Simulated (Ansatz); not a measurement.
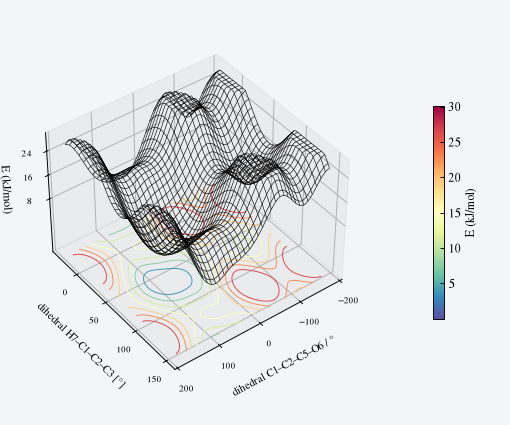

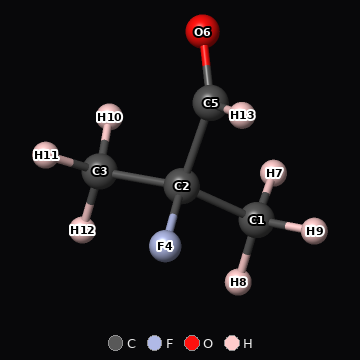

Energy landscape of C4H7FO, SMILES CC(C)(F)C=O. Coordinates scanned: (1) dihedral C1–C2–C5–O6; (2) dihedral H7–C1–C2–C3. Nothing is relaxed (all other coordinates rigid). The scan uses a 12 × 11 grid. Energies are in kJ/mol, from the relaxed molecule at the same level. Method: RKS PBE-D4/def2-SVP in Ansatz.

The picture shows a relief with its contours projected below, any walls above the top of the colour scale cut off. Between grid points the surface is interpolated. The second picture is the structure at the lowest point.

What does the map say about the system?

Answer. The lowest grid point is at dihedral C1–C2–C5–O6 = 90°, dihedral H7–C1–C2–C3 = 61°, 0.32 kJ/mol from the relaxed molecule at the same level. The energy also falls towards the edge at dihedral C1–C2–C5–O6 = 60°, dihedral H7–C1–C2–C3 = −29° (6.8 kJ/mol above the lowest) and dihedral C1–C2–C5–O6 = 90°, dihedral H7–C1–C2–C3 = 151° (7.3 kJ/mol above the lowest), where a further well may lie outside the range. A higher local minimum lies near dihedral C1–C2–C5–O6 = −120°, dihedral H7–C1–C2–C3 = 61° (10.6 kJ/mol above the lowest at that grid point). The highest grid point, dihedral C1–C2–C5–O6 = −60°, dihedral H7–C1–C2–C3 = 115°, lies 35.1 kJ/mol above the lowest. On the interpolated surface the easiest way out of the lowest well to the well at dihedral C1–C2–C5–O6 = −120°, dihedral H7–C1–C2–C3 = 61° passes a barrier of about 18 kJ/mol. Round the minimum the valley is somewhat tilted: raising dihedral C1–C2–C5–O6 shifts the best value of dihedral H7–C1–C2–C3 downwards (coupling k₁₂/√(k₁₁k₂₂) about 0.3).

The whole map (132 points run) took 12 min on 1 thread of Arm Neoverse V1, with other jobs on the host.
